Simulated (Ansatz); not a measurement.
**What 2 layers does to CeO2**

Take CeO2 in the fluorite structure (space group Fm-3m, No. 225; a = 5.4379 Å) as the base. Axes: x, y, z lie along the cube axes.

One thing is altered: a free-standing slab of 2 layers (6 atoms, 3 a layer) is cut normal to [111], with 15 Å of vacuum and the in-plane cell held at bulk.

All numbers come from r2SCAN (Ansatz, a first-principles code, PAW, no spin-orbit coupling), earlier PAW set. k-mesh 10×10×1 (Γ-centred); smearing 0.05 eV (Fermi–Dirac), for the changed cell.

The layer's space group (with vacuum) comes out as P-3m1 (No. 164) and the band gap drops by 0.09 eV (2.16 eV → 2.07 eV). The gap character comes out as indirect, K–Γ (57 % along) → Γ and the smallest direct gap falls by 0.13 eV to 2.13 eV. The excess energy per area of both faces (slab less bulk energy over the cell's area: twice a surface energy) is 1.71 J/m² and the thickness between the outermost nuclei is 4.61 Å. The change of the spacing d23 from its bulk value of 0.785 Å comes out as +2.6 %.

Final structure:

```
CELL_PARAMETERS angstrom
      3.84518     0.00000     0.00000
      1.92259     3.33003     0.00000
      0.00000     0.00000    19.70937
ATOMIC_POSITIONS crystal
  O  0.66667 0.16667 0.38316
  Ce 0.33333 0.83333 0.42156
  O  0.00000 0.50000 0.46241
  O  0.33333 0.83333 0.53759
  Ce 0.00000 0.50000 0.57844
  O  0.66667 0.16667 0.61684
```

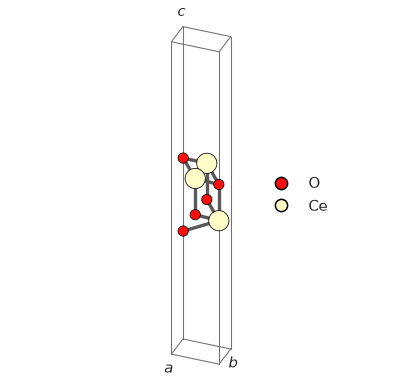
Fig. 1. The relaxed cell after the change

The excess energy carries the mismatch between the slab's and the bulk's meshes. No phonon test of stability was made. Seeded moments were not kept for the base. All final runs are without spin polarisation. k-point labels follow each cell's own Brillouin zone.
